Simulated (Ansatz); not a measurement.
## Electronic structure of CH2BrO (SMILES O[CH+]Br) (charge +1) in real space

The calculation's input:

```
basis:
  gaussian:
    orbitals: def2-TZVPD
crystal:
  periodic: [false, false, false]
  atoms:
    - {symbol: C, position_ang: [0.104395, 0.887617, 0.946442]}
    - {symbol: Br, position_ang: [0.225498, 2.605487, 1.409024]}
    - {symbol: O, position_ang: [-0.863099, 0.188452, 1.345218]}
    - {symbol: H, position_ang: [-0.849052, -0.744464, 1.043013]}
    - {symbol: H, position_ang: [0.894663, 0.458886, 0.306411]}
total_charge: 1
hamiltonian:
  xc: pbe0
output: {forces: true, orbitals: {seedname: orbitals}}
```

Command:

```sh
ansatz run input.yaml --threads 1 --pin off --max-ram 2610MiB --events-out events.jsonl --progress --plain --runs-dir runs
```

Geometry: PBE0-D3(BJ)/def2-SVP.

Theory: isolated molecule in a Gaussian basis; Kohn-Sham density functional theory, functional PBE0 (Ansatz).

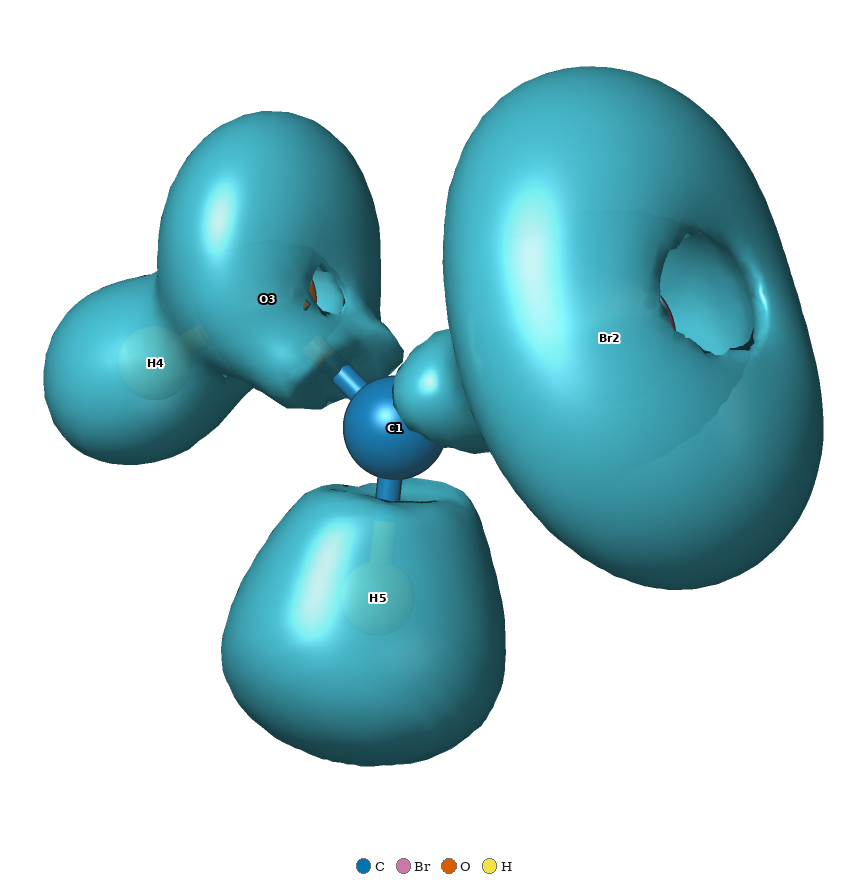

Figure 1. Isosurface of the ELF at 0.75 (cyan), seen at a tilt. Core shells and regions of very low density are left out.

### What do the ELF domains correspond to?

The surface consists of one region between bonded Br–C atoms (shared pairs), one region around a hydrogen nucleus, one ring or bowl of non-bonding electrons around Br and one joined region spread over several atoms (H, O), in which their bonds and any lone pairs are merged. Profiles from the grid: C–O (1.26 Å): the ELF peaks at about 0.85 between the atoms (a polar covalent bond). C–Br (1.78 Å): the ELF peaks at about 0.90 between the atoms (localised, covalent bonding).

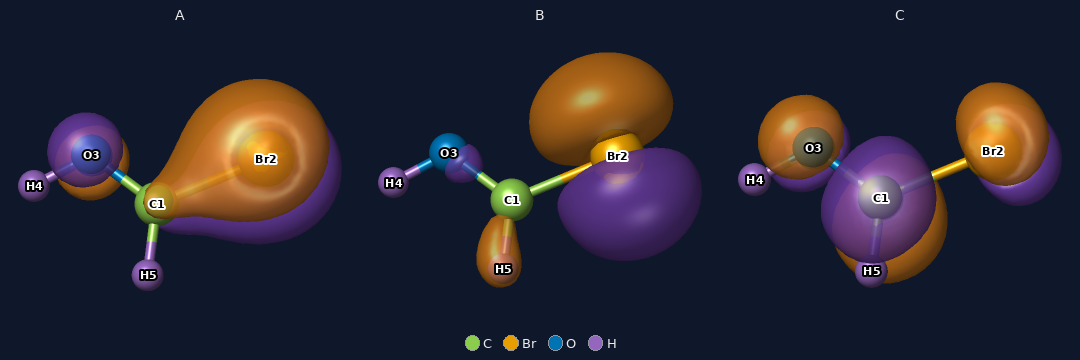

Figure 2. Three frontier orbitals at ±0.15 Å⁻³ᐟ² (orange and purple are the two phases), in no order.

### Which picture is the HOMO−1, the HOMO and the LUMO?

A is the HOMO−1 (−15.72 eV). By Hirshfeld shares it lies mainly on Br2 (about 75 %), O3 (about 10 %) and C1 (about 10 %); it changes sign across the molecular plane (π type); π-antibonding (a node) across C1–O3. B is the HOMO (−15.18 eV). It lies mainly on Br2 (about 90 %); it is symmetric in the molecular plane (an in-plane orbital: σ, lone-pair or in-plane π type); largely a lone pair of Br2. C is the LUMO (−9.19 eV). It lies mainly on C1 (about 50 %), Br2 (about 25 %) and O3 (about 20 %); it changes sign across the molecular plane (π type); π-antibonding (a node) across C1–Br2 and C1–O3.

### What is the HOMO–LUMO gap?

5.99 eV between the orbital energies.

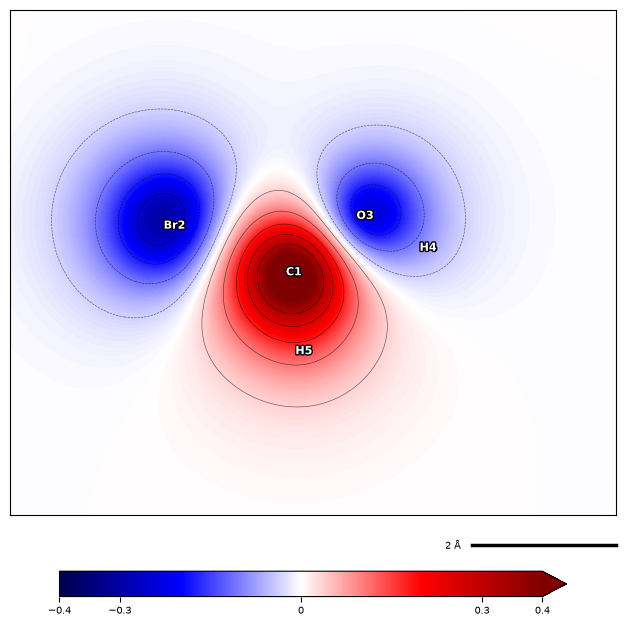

Figure 3. The LUMO on a plane 0.8 Å above the molecular plane (values in Å⁻³ᐟ²; the overall sign is arbitrary).

### Where does this orbital lie, and at what energy?

Its weight (Hirshfeld) is mainly on C1 (about 50 %), Br2 (about 25 %) and O3 (about 20 %); it changes sign across the molecular plane (π type); π-antibonding (a node) across C1–Br2 and C1–O3. Its energy is −9.19 eV.
